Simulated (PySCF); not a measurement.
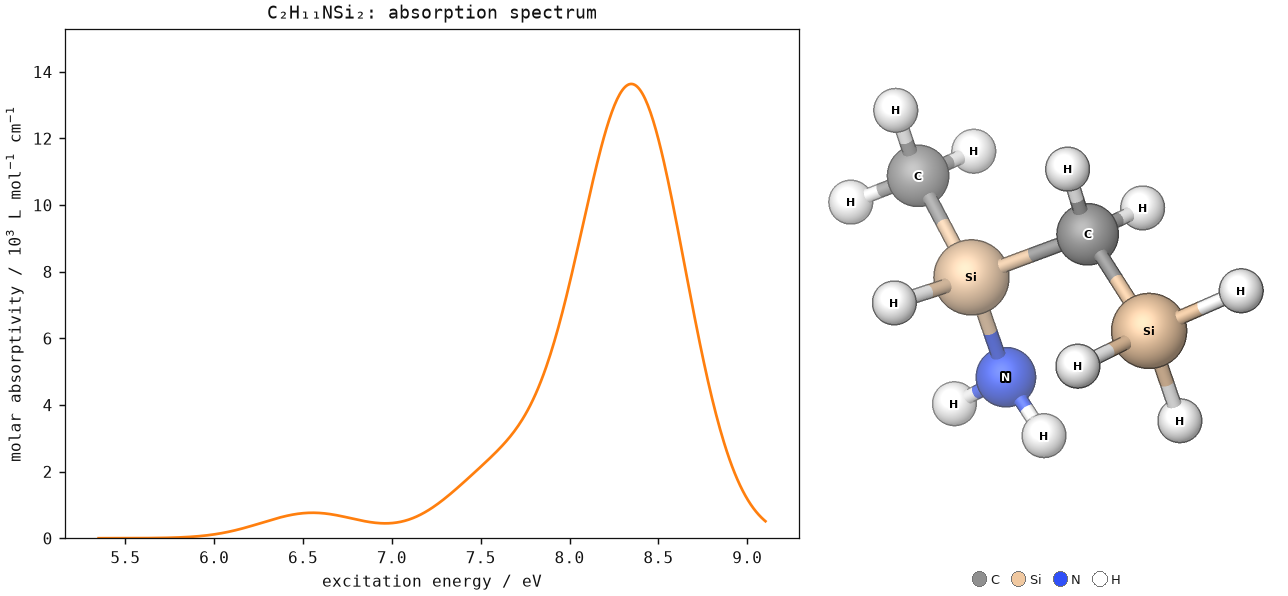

Computed absorption of C₂H₁₁NSi₂, SMILES C[Si@@H](N)C[SiH3]. Vertical TDDFT excitations, CAM-B3LYP/def2-SVPD with PySCF 2.14.0, at a PBE0-D3(BJ)/def2-SVP geometry (no frequency check), gas phase. Only the first 10 singlet excitations are included; each is broadened by a Gaussian of 1/e half-width 0.40 eV.

Q: Which of the computed transitions is the brightest, and what character does the calculation give it?

A: S6 at 8.33 eV (149 nm), f = 0.174, mixed, the largest part being HOMO−1 → LUMO+1 (20 %) (S7 lies within 0.06 eV, too close to order).

Q: List the transitions behind the spectrum.

A:
```
state  E (eV)  λ (nm)      f          main character
   S1    6.55     189  0.019      HOMO → LUMO (73 %)
   S2    7.49     166  0.018    HOMO → LUMO+1 (48 %)
   S3    7.68     161  0.035    HOMO → LUMO+2 (57 %)
   S4    8.05     154  0.020    HOMO−1 → LUMO (67 %)
   S5    8.10     153  0.007    HOMO → LUMO+3 (27 %)
   S6    8.33     149  0.174  HOMO−1 → LUMO+1 (20 %)
   S7    8.37     148  0.033  HOMO−1 → LUMO+2 (41 %)
   S8    8.42     147  0.090    HOMO → LUMO+5 (50 %)
   S9    8.49     146  0.026  HOMO−1 → LUMO+1 (28 %)
  S10    8.60     144  0.002    HOMO−2 → LUMO (30 %)
```

Known limits of this run: one conformer of a flexible molecule; core orbitals are frozen in the response.
